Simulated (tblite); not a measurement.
C6H10OS: saddle-point search

C6H10OS, computed with GFN2-xTB saddle search (eigenvector following) and harmonic vibrations, gas phase (tblite 0.8.0).

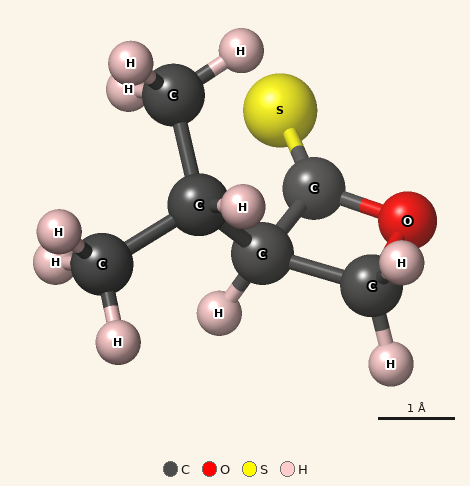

*The structure as given in the input (ball-and-stick view, seen at a tilt).*

Bond lengths as drawn: C–C 1.51 to 1.54 Å, C–H 1.09 to 1.10 Å, C–O 1.35 to 1.44 Å and C–S 1.61 Å.

Input file
```
{"job": {"xc": "GFN2-xTB", "basis": "xTB", "kind": "saddle"}, "charge": 0, "multiplicity": 1}
C      1.789761    -0.883371     0.082355
C      0.547026    -0.174739    -0.455841
C      0.881399     1.280388    -0.776691
C     -0.618898    -0.298846     0.545243
C     -1.951131    -0.923898     0.082132
O     -2.646143     0.283994     0.430394
C     -1.508109     0.892742     0.827101
S     -1.330815     2.368280     1.436231
H      1.584137    -1.930504     0.292581
H      2.593611    -0.834392    -0.647897
H      2.131791    -0.401464     0.995528
H      0.245354    -0.666904    -1.387426
H      1.684878     1.316032    -1.508166
H      1.202826     1.809188     0.116832
H      0.019358     1.799187    -1.187891
H     -0.257703    -0.738216     1.477629
H     -2.042389    -1.128838    -0.985189
H     -2.324952    -1.768638     0.663075
```

The first line tells a small driver script what to run in tblite; the rest is the geometry in Å.

Run on 1 CPU thread, shared host.

Run as:
```bash
OMP_NUM_THREADS=1 python <driver script> task.json out
```

The program's output
```
step      E/eV     max force
  0    -686.55325   0.0360
  1    -686.55593   0.0551
  2    -686.55605   0.0022
lowest wavenumbers (cm-1): -57.5 121.7 155.2 234.2 239.3 263.9
```

Trajectory as extended XYZ (Å, eV, eV/Å), 3 frames, from step=0 to step=2
```
18
Properties=species:S:1:pos:R:3:forces:R:3 step=0 energy=-686.55325
C     1.7898   -0.8834    0.0824   -0.0220  -0.0010  -0.0030
C     0.5470   -0.1747   -0.4558    0.0050  -0.0060  -0.0050
C     0.8814    1.2804   -0.7767    0.0050  -0.0040  -0.0130
C    -0.6189   -0.2988    0.5452    0.0070   0.0090   0.0110
C    -1.9511   -0.9239    0.0821    0.0090   0.0000  -0.0020
O    -2.6461    0.2840    0.4304    0.0070  -0.0070  -0.0020
C    -1.5081    0.8927    0.8271   -0.0050   0.0180   0.0090
S    -1.3308    2.3683    1.4362   -0.0200  -0.0120   0.0250
H     1.5841   -1.9305    0.2926   -0.0150  -0.0060   0.0050
H     2.5936   -0.8344   -0.6479   -0.0060  -0.0030  -0.0070
H     2.1318   -0.4015    0.9955   -0.0050  -0.0090   0.0030
H     0.2454   -0.6669   -1.3874   -0.0180  -0.0140   0.0050
H     1.6849    1.3160   -1.5082    0.0060   0.0090  -0.0020
H     1.2028    1.8092    0.1168   -0.0150  -0.0180   0.0010
H     0.0194    1.7992   -1.1879    0.0040   0.0030  -0.0210
H    -0.2577   -0.7382    1.4776    0.0050   0.0270   0.0120
H    -2.0424   -1.1288   -0.9852    0.0330   0.0120  -0.0080
H    -2.3250   -1.7686    0.6631    0.0260   0.0010  -0.0100
18
Properties=species:S:1:pos:R:3:forces:R:3 step=1 energy=-686.55593
C     1.7960   -0.8733    0.0994   -0.0010   0.0000   0.0010
C     0.5489   -0.1851   -0.4531    0.0020   0.0030  -0.0040
C     0.8614    1.2674   -0.8063   -0.0080   0.0090   0.0050
C    -0.6142   -0.3032    0.5509   -0.0070   0.0010   0.0020
C    -1.9483   -0.9004    0.0620   -0.0010   0.0040  -0.0010
O    -2.6340    0.3035    0.4420    0.0150   0.0010   0.0050
C    -1.4920    0.8904    0.8620   -0.0040   0.0190   0.0100
S    -1.3040    2.3405    1.5285   -0.0100  -0.0500  -0.0210
H     1.5924   -1.9162    0.3345    0.0010   0.0100  -0.0030
H     2.5980   -0.8394   -0.6339   -0.0020   0.0000   0.0030
H     2.1369   -0.3701    1.0016   -0.0030  -0.0040  -0.0080
H     0.2496   -0.7043   -1.3715    0.0040   0.0060   0.0110
H     1.6810    1.3037   -1.5201   -0.0080   0.0040   0.0060
H     1.1497    1.8235    0.0827   -0.0090  -0.0150  -0.0240
H    -0.0031    1.7570   -1.2507    0.0260  -0.0150   0.0110
H    -0.2599   -0.7641    1.4758   -0.0040   0.0040  -0.0070
H    -2.0259   -1.0674   -1.0139    0.0030   0.0040   0.0250
H    -2.3325   -1.7624    0.6100    0.0070   0.0190  -0.0110
18
Properties=species:S:1:pos:R:3:forces:R:3 step=2 energy=-686.55605
C     1.7962   -0.8727    0.0999    0.0000   0.0000   0.0000
C     0.5491   -0.1854   -0.4531    0.0000   0.0000   0.0000
C     0.8612    1.2664   -0.8075    0.0000   0.0000   0.0000
C    -0.6142   -0.3030    0.5508    0.0000   0.0000   0.0000
C    -1.9483   -0.8991    0.0618   -0.0010   0.0000   0.0000
O    -2.6340    0.3037    0.4438    0.0000  -0.0010   0.0000
C    -1.4920    0.8899    0.8633    0.0000   0.0010  -0.0010
S    -1.3046    2.3384    1.5307    0.0000  -0.0010   0.0010
H     1.5932   -1.9155    0.3344    0.0000  -0.0010   0.0000
H     2.5986   -0.8381   -0.6327    0.0000   0.0000  -0.0010
H     2.1361   -0.3696    1.0023    0.0000   0.0000   0.0000
H     0.2501   -0.7054   -1.3707    0.0000   0.0000   0.0010
H     1.6810    1.3030   -1.5207    0.0000   0.0000   0.0000
H     1.1486    1.8228    0.0806   -0.0010   0.0000  -0.0010
H    -0.0024    1.7550   -1.2525    0.0010  -0.0010  -0.0010
H    -0.2605   -0.7647    1.4752    0.0000   0.0000   0.0000
H    -2.0260   -1.0642   -1.0137    0.0000   0.0010   0.0020
H    -2.3321   -1.7615    0.6082    0.0000   0.0010  -0.0010
```

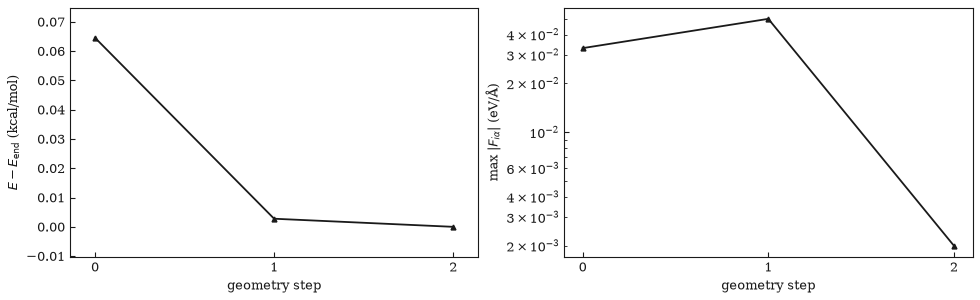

*Progress of the saddle-point search, step by step (steps are counted from 0).*

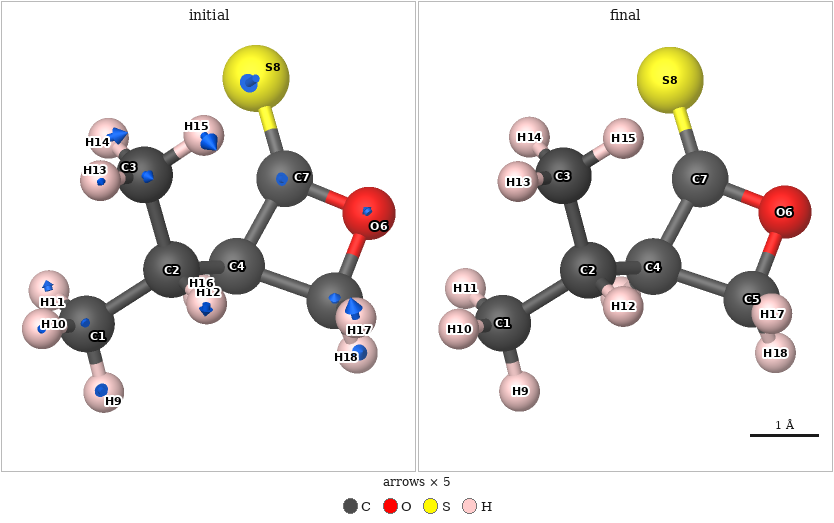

*Before (left) and after (right) the saddle-point search, at one scale (ball-and-stick view, seen at a tilt). The blue arrows give the displacements, magnified 5 times.*

After 2 geometry steps the energy has fallen by 0.06 kcal/mol. The largest force component goes from 0.033 to 0.002 eV/Å. S8 moves most after the best rigid fit: 0.10 Å. By element the largest moves are S 0.10 Å, H 0.08 Å, C 0.04 Å, O 0.03 Å. (Atoms are counted from 1 in the order of the input.)

Summary

```csv
quantity,value
outcome,converged
total energy,−686.5561 eV
point group,C1
wall time,2.6 s
peak memory,0.2 GiB
```
